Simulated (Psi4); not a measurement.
# CuNH3Cl (SMILES [NH3+][Cu-][Cl]), step by step, part 1 of 3

Wanted: a series of 10 runs (PBE-D4/def2-SVP, PBE0-D4/def2-TZVP, PBE-D4/def2-TZVPP, r2SCAN-D4/def2-TZVPP, B3LYP-D4/def2-TZVPP, PBE0-D4/def2-TZVPP, wB97M-V/def2-TZVPP, CCSD(T)/def2-TZVPP, and more) of CuNH3Cl. 

Program for the calculation: Psi4 1.11.

## (1) The system as given

The species is CuNH3Cl (6 atoms), meant as a singlet with charge 0. SMILES: `[NH3+][Cu-][Cl]`. The shape comes from GFN2-xTB, rattled, which is rough for such elements, and wasn't checked as a minimum. The run starts from this shape.

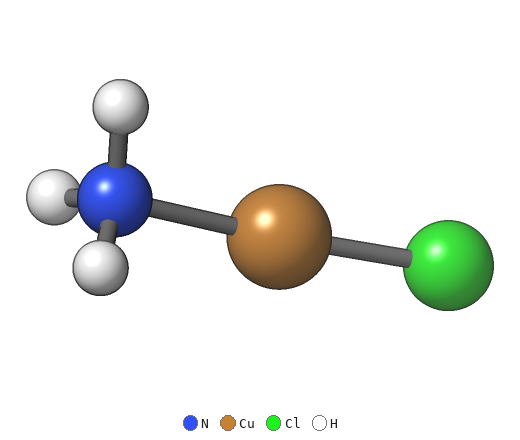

Viewed from a chosen angle; nitrogen blue, copper orange, chlorine green, hydrogen white.

## (2) A structure relaxation at PBE-D4/def2-SVP (density fitting) (run 1)

input.in

```
memory 3300 mb

molecule system {
  0 1
  N     -0.797292    -0.057473     0.269161
  Cu     1.107938     0.041385    -0.295356
  Cl     3.001042     0.204877    -0.944016
  H     -1.047131    -1.021617     0.093402
  H     -1.346520     0.531074    -0.411909
  H     -0.817987     0.237105     1.233242
  symmetry c1
}

set scf_type df
set geom_maxiter 60
set max_force_g_convergence 0.0005

result = opt('pbe-d4/def2-SVP')
print_variables()
```

The run is started by

```bash
psi4 -n 2 input.in input.out
```

input.out:

```text
Psi4 1.11 release

gradient() will perform analytic gradient computation.

   => Loading Basis Set <=

    Name: DEF2-SVP
    Role: ORBITAL
    Keyword: BASIS

   => PBE-D4(BJ,EEQ)ATM: Empirical Dispersion <=

        a1 =       0.385750
        a2 =       4.806885
       alp =      16.000000
        s6 =       1.000000
        s8 =       0.959481
        s9 =       1.000000
        ga =       3.000000
        gc =       2.000000
        wf =       6.000000

         ---------------------------------------------------------
                                   SCF
                              RKS Reference
                        2 Threads,   3147 MiB Core
         ---------------------------------------------------------

  ==> Geometry <==

    Molecular point group: c1
    Full point group: C1

    Geometry (in Angstrom), charge = 0, multiplicity = 1:

       Center              X                  Y                   Z               Mass
    ------------   -----------------  -----------------  -----------------  -----------------
         N           -2.191799555990    -0.133247942244     0.677312548118    14.003074004430
         CU          -0.286569555990    -0.034389942244     0.112795548118    62.929597720000
         CL           1.606534444010     0.129102057756    -0.535864451882    34.968852682000
         H           -2.441638555990    -1.097391942244     0.501553548118     1.007825032230
         H           -2.741027555990     0.455299057756    -0.003757451882     1.007825032230
         H           -2.212494555990     0.161330057756     1.641393548118     1.007825032230

  Running in c1 symmetry.

  Rotational constants: A =      5.55993  B =      0.08338  C =      0.08329 [cm^-1]
  Rotational constants: A = 166682.38901  B =   2499.78786  C =   2497.07472 [MHz]
  Nuclear repulsion =  236.276018513036519

  Charge       = 0
  Multiplicity = 1
  Electrons    = 56
  Nalpha       = 28
  Nbeta        = 28

  ==> Algorithm <==

  SCF Algorithm Type is DF.
  DIIS enabled.
  MOM disabled.
  Fractional occupation disabled.
  Guess Type is SAD.
  Energy threshold   = 1.00e-08
  Density threshold  = 1.00e-08
  Integral threshold = 1.00e-12

  ==> Primary Basis <==

  Basis Set: DEF2-SVP
    Blend: DEF2-SVP
    Number of shells: 34
    Number of basis functions: 78
    Number of Cartesian functions: 85
    Spherical Harmonics?: true
    Max angular momentum: 3

  ==> DFT Potential <==

   => LibXC <=

    Version 7.1.2

   => Composite Functional: PBE-D4BJEEQATM <=

    PBE GGA Exchange-Correlation Functional

    Deriv               =              1
    GGA                 =           TRUE
    Meta                =          FALSE

    Exchange Hybrid     =          FALSE
    MP2 Hybrid          =          FALSE

   => Exchange Functionals <=

    1.0000     XC_GGA_X_PBE

   => Correlation Functionals <=

    1.0000     XC_GGA_C_PBE

   => LibXC Density Thresholds  <==

    XC_GGA_C_PBE:  1.00E-12
    XC_GGA_X_PBE:  1.00E-15

   => Molecular Quadrature <=

    Radial Scheme          =       TREUTLER
    Pruning Scheme         =           NONE
    Nuclear Scheme         =       TREUTLER

    Blocking Scheme        =         OCTREE
    BS radius alpha        =              1
    Pruning alpha          =              1
    Radial Points          =             75
    Spherical Points       =            302
    Total Points           =         130730
    Total Blocks           =           1051
    Max Points             =            256
    Max Functions          =             76
    Weights Tolerance      =       1.00E-15

   => Loading Basis Set <=

    Name: (DEF2-SVP AUX)
    Role: JKFIT
    Keyword: DF_BASIS_SCF

  ==> Integral Setup <==

  DFHelper Memory: AOs need 0.027 GiB; user supplied 2.105 GiB.
  SCF_SUBTYPE=INCORE selected. In-core MEM_DF algorithm will be used.
  Using in-core AOs.

  ==> MemDFJK: Density-Fitted J/K Matrices <==

    J tasked:                   Yes
    K tasked:                    No
    wK tasked:                   No
    Memory [MiB]:              2155
    Algorithm:                 Core
    Schwarz Cutoff:           1E-12
    Mask sparsity (%):       4.2735
    Fitting Condition:        1E-10

   => Auxiliary Basis Set <=

  Basis Set: (DEF2-SVP AUX)
    Blend: DEF2-UNIVERSAL-JKFIT
    Number of shells: 139
    Number of basis functions: 523
    Number of Cartesian functions: 685
    Spherical Harmonics?: true
    Max angular momentum: 6

  Cached 100.0% of DFT collocation blocks in 0.200 [GiB].

  Minimum eigenvalue in the overlap matrix is 1.8374201776E-02.
  Reciprocal condition number of the overlap matrix is 3.6646315208E-03.
    Using symmetric orthogonalization.

  ==> Pre-Iterations <==

  SCF Guess: Superposition of Atomic Densities via on-the-fly atomic UHF (no occupation information).

   -------------------------
    Irrep   Nso     Nmo
   -------------------------
     A         78      78
   -------------------------
    Total      78      78
   -------------------------

  ==> Iterations <==

                           Total Energy        Delta E     RMS |[F,P]|

[... 2 lines left out ...]
   @DF-RKS iter   2: -2118.44061630481201    3.53831e+01   7.09352e-02 ADIIS/DIIS
[... 3 lines left out ...]
   @DF-RKS iter   6: -2156.42072704689190   -5.36922e-03   1.34030e-03 ADIIS/DIIS
[... 3 lines left out ...]
   @DF-RKS iter  10: -2156.42451431319751   -1.06066e-06   4.09498e-06 DIIS
[... 3 lines left out ...]
  Energy and wave function converged.
[... 37 lines left out ...]
    One-Electron Energy =               -3470.3817643708712239
[... 3 lines left out ...]
    VV10 Nonlocal Energy =                  0.0000000000000000
[... 17 lines left out ...]
 Dipole Z            :         -1.0557608            1.9686273            0.9128664
[... 131 lines left out ...]
	   Step    Total Energy     Delta E     Max Force     RMS Force      Max Disp      RMS Disp   ~
[... 144 lines left out ...]
   @DF-RKS iter   0: -2156.42612480557045   -2.15643e+03   2.18873e-03
[... 3 lines left out ...]
   @DF-RKS iter   4: -2156.42990256194025   -6.03341e-05   8.39539e-05 DIIS
[... 3 lines left out ...]
   @DF-RKS iter   8: -2156.42991725473848   -1.07457e-09   6.02124e-08 DIIS
[... 14 lines left out ...]
  @DF-RKS Final Energy: -2156.42991725474712
[... 6 lines left out ...]
    DFT Exchange-Correlation Energy =    -102.9412096872099198
[... 17 lines left out ...]
 Dipole X            :          3.9885383           -7.1102765           -3.1217382
[... 95 lines left out ...]
	                                 ==> Convergence Check <==
[... 81 lines left out ...]
    Weights Tolerance      =       1.00E-15
[... 40 lines left out ...]
   @DF-RKS iter   2: -2156.43159795381598    2.46569e-05   2.40840e-04 ADIIS/DIIS
[... 3 lines left out ...]
   @DF-RKS iter   6: -2156.43174884876044   -1.54979e-07   1.92355e-06 DIIS
[... 3 lines left out ...]
  Energy and wave function converged.
[... 17 lines left out ...]
    One-Electron Energy =               -3462.1658081464347561
[... 3 lines left out ...]
    VV10 Nonlocal Energy =                  0.0000000000000000
[... 17 lines left out ...]
 Dipole Z            :         -1.1483633            2.1425506            0.9941873
[... 100 lines left out ...]
	   Step    Total Energy     Delta E     Max Force     RMS Force      Max Disp      RMS Disp
[... 107 lines left out ...]
   @DF-RKS iter   0: -2156.43004611514152   -2.15643e+03   4.42389e-04
[... 3 lines left out ...]
   @DF-RKS iter   4: -2156.43189193986836   -2.14351e-06   4.78042e-06 DIIS
[... 3 lines left out ...]
   @DF-RKS iter   8: -2156.43189200095685   -4.09273e-11   1.29115e-08 DIIS
[... 14 lines left out ...]
  @DF-RKS Final Energy: -2156.43189200095867
[... 6 lines left out ...]
    DFT Exchange-Correlation Energy =    -102.9331821473532074
[... 17 lines left out ...]
 Dipole X            :          3.9159746           -7.1679728           -3.2519982
[... 95 lines left out ...]
	                                 ==> Convergence Check <==
[... 81 lines left out ...]
    Weights Tolerance      =       1.00E-15
[... 34 lines left out ...]
   @DF-RKS iter   2: -2156.43189954307627    8.80212e-06   7.39139e-05 DIIS
[... 3 lines left out ...]
   @DF-RKS iter   6: -2156.43190981010457   -1.93768e-09   1.10289e-07 DIIS
[... 29 lines left out ...]
    Final Occupation by Irrep:
[... 11 lines left out ...]
    Two-Electron Energy =                1176.4576366808250896
[... 3 lines left out ...]
    Total Energy =                      -2156.4319098101350392
[... 60 lines left out ...]
    Weights Tolerance      =       1.00E-15
[... 1 line left out ...]
  -Total Gradient:
     Atom            X                  Y                   Z
    ------   -----------------  -----------------  -----------------
       1       -0.000068388182     0.000012047940     0.000077454306
       2       -0.000379150031    -0.000211707828     0.000266913936
       3        0.000382337855     0.000093718730    -0.000219086838
       4        0.000097623254     0.000071267107    -0.000061690473
       5        0.000001265864     0.000024273219    -0.000109093772
       6       -0.000060011857     0.000002817366     0.000065139114

	total time  =          3 seconds =       0.05 minutes

    			-----------------------------------------

    			 OPTKING 3.0: for geometry optimizations

    			        with contributions from

    			-----------------------------------------

	                            ===> Fragment 1 <==

	 Z (Atomic Numbers)          Masses                          Geom
	       7.000000            14.003074         -4.09621687 -0.28653474  1.24789765
	      29.000000            62.929598         -0.61089221 -0.04709450  0.19512407
	      17.000000            34.968853          3.15525315  0.22854573 -0.97689101
	       1.000000             1.007825         -4.78886734 -2.10271538  1.10162689
	       1.000000             1.007825         -5.26919532  0.83764514  0.17020941
	       1.000000             1.007825         -4.36185452  0.25698157  3.10121981

	 - Coordinate -           - BOHR/RAD -       - ANG/DEG -
	 R(1,2)           =         3.648719           1.930819
	 R(1,4)           =         1.949275           1.031512
	 R(1,5)           =         1.949634           1.031702
[... 9 lines of this table left out ...]
	 B(5,1,6)         =         1.857455         106.424324

	        --- Internal Coordinate Step in ANG or DEG, aJ/ANG or AJ/DEG ---
	-------------------------------------------------------------------------------
	           Coordinate      Previous         Force          Change          New
	           ----------      --------        ------          ------        ------
	               R(1,2)       1.93082        0.00007       -0.00011       1.93071
	               R(1,4)       1.03151        0.00081        0.00013       1.03165
	               R(1,5)       1.03170       -0.00059       -0.00003       1.03167
[... 9 lines of this table left out ...]
	             B(5,1,6)     106.42432       -0.00001       -0.03531     106.38901
	-------------------------------------------------------------------------------

	                                 ==> Convergence Check <==

	Measures of convergence in internal coordinates in au.

	Criteria marked as inactive (o), active & met (*), and active & unmet ( ).

	----------------------------------------------------------------------------------------------
	   Step    Total Energy     Delta E     Max Force     RMS Force      Max Disp      RMS Disp
	----------------------------------------------------------------------------------------------
	  Convergence Criteria              o    5.00e-04 *             o             o             o
	----------------------------------------------------------------------------------------------
	     5   -2156.43190981   -1.78e-05 o    4.82e-04 *    2.02e-04 o    2.35e-03 o    9.96e-04 o  ~
	----------------------------------------------------------------------------------------------

Next Geometry in Ang
	Fragment 1 (Ang)

	    N  -2.1673949692  -0.1517834497   0.6597611914
	   Cu  -0.3235292038  -0.0239550068   0.1016909802
	   Cl   1.6697031458   0.1205030945  -0.5154121886
	    H  -2.5347069447  -1.1127912228   0.5833419524
	    H  -2.7894589123   0.4429691419   0.0908563388
	    H  -2.3065114633   0.1359920905   1.6405491074

    Final optimized geometry and variables:
    Molecular point group: c1
    Full point group: C1

    Geometry (in Angstrom), charge = 0, multiplicity = 1:

    N           -2.167624616415    -0.151627653259     0.660358997127
    CU          -0.323270236890    -0.024921334571     0.103255212021
    CL           1.669688061364     0.120941190875    -0.516948460829
    H           -2.534159462728    -1.112709061027     0.582955846420
    H           -2.788338084316     0.443262717398     0.090070940302
    H           -2.308194008479     0.135988788233     1.641094846570

  Variable Map:
  ----------------------------------------------------------------------------
  "CURRENT ENERGY"                                 =>   -2156.431909810135
  "CURRENT REFERENCE ENERGY"                       =>   -2156.431909810135
  "DD SOLVATION ENERGY"                            =>       0.000000000000
  "DFT FUNCTIONAL TOTAL ENERGY"                    =>   -2156.428561133603
  "DFT TOTAL ENERGY"                               =>   -2156.431909810135
  "DFT VV10 ENERGY"                                =>       0.000000000000
  "DFT XC ENERGY"                                  =>    -102.932987563672
  "DISPERSION CORRECTION ENERGY"                   =>      -0.003348676532
  "GRID ELECTRONS ALPHA"                           =>      27.999995249894
  "GRID ELECTRONS BETA"                            =>      27.999995249894
  "GRID ELECTRONS TOTAL"                           =>      55.999990499788
  "NUCLEAR REPULSION ENERGY"                       =>     232.010343607090
  "ONE-ELECTRON ENERGY"                            =>   -3461.963553857847
  "OPTIMIZATION ITERATIONS"                        =>       5.000000000000
  "PBE-D4(BJ,EEQ)ATM DISPERSION CORRECTION ENERGY" =>      -0.003348676532
  "PCM POLARIZATION ENERGY"                        =>       0.000000000000
  "PE ENERGY"                                      =>       0.000000000000
  "SCF ITERATION ENERGY"                           =>   -2156.431909810135
  "SCF ITERATIONS"                                 =>       8.000000000000
  "SCF TOTAL ENERGY"                               =>   -2156.431909810135
  "TWO-ELECTRON ENERGY"                            =>    1176.457636680825
  "XC GRID RADIAL POINTS"                          =>      75.000000000000
  "XC GRID SPHERICAL POINTS"                       =>     302.000000000000
  "XC GRID TOTAL POINTS"                           =>  130797.000000000000

  Array Variable Map:
  ----------------------------------------------------------------------------
  "-D GRADIENT"                                    =>      -0.000265018928 ... 0.000021533737 6 by 3
  "CURRENT DIPOLE"                                 =>      -3.257457206894 ... 0.995320968213 1 by 3
  "CURRENT GRADIENT"                               =>      -0.000068388182 ... 0.000065139114 6 by 3
  "DFT TOTAL GRADIENT"                             =>      -0.000068388182 ... 0.000065139114 6 by 3
  "DISPERSION CORRECTION GRADIENT"                 =>      -0.000265018928 ... 0.000021533737 6 by 3
  "PBE-D4(BJ,EEQ)ATM DISPERSION CORRECTION GRADIENT" =>      -0.000265018928 ... 0.000021533737 6 by 3
  "SCF DIPOLE"                                     =>      -3.257457206894 ... 0.995320968213 1 by 3
  "SCF TOTAL ENERGIES"                             =>   -2156.431899290449 ... -2156.431909810135 1 by 9
  "SCF TOTAL GRADIENT"                             =>      -0.000068388182 ... 0.000065139114 6 by 3

    Psi4 run time: 0:01:00.99

[set-up sections that repeat, and orbital energies of the middle runs, are left out above]
```

Standard output:

```text
Optimizer: Optimization complete!
```

Wall time 64 s (2 threads of Intel Xeon at 2.50GHz (Skylake/Cascade Lake), shared host); peak memory 0.52 GiB.

Steps, from the record of the run:

| step | energy from the first frame kept (eV) | largest force (eV/Å) |
| --- | --- | --- |
| 0 | 0.0000 | 2.5039 |
| 1 | -0.1470 | 1.1039 |
| 2 | -0.1969 | 0.4601 |
| 3 | -0.2008 | 0.1303 |
| 4 | -0.2012 | 0.0262 |

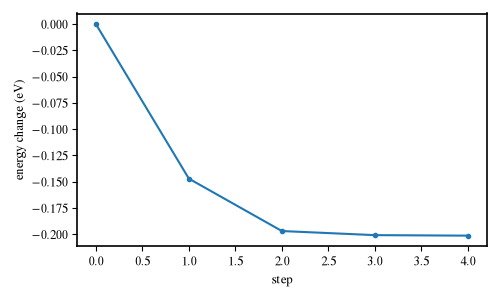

Energy along the run.

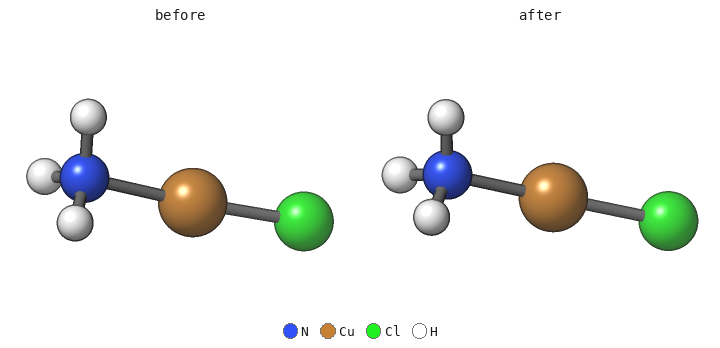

Before and after, at one scale.

After the run. Bond lengths: N1–Cu2 1.931 Å, Cu2–Cl3 2.092 Å, N1–H4 1.032 Å, N1–H5 1.032 Å, N1–H6 1.032 Å. Angles: N1–Cu2–Cl3 179.5°, Cu2–N1–H4 112.3°, Cu2–N1–H5 112.2°, Cu2–N1–H6 112.7°, H4–N1–H5 106.4°, H4–N1–H6 106.4°, H5–N1–H6 106.4°.

(Continued in part 2 of 3.)
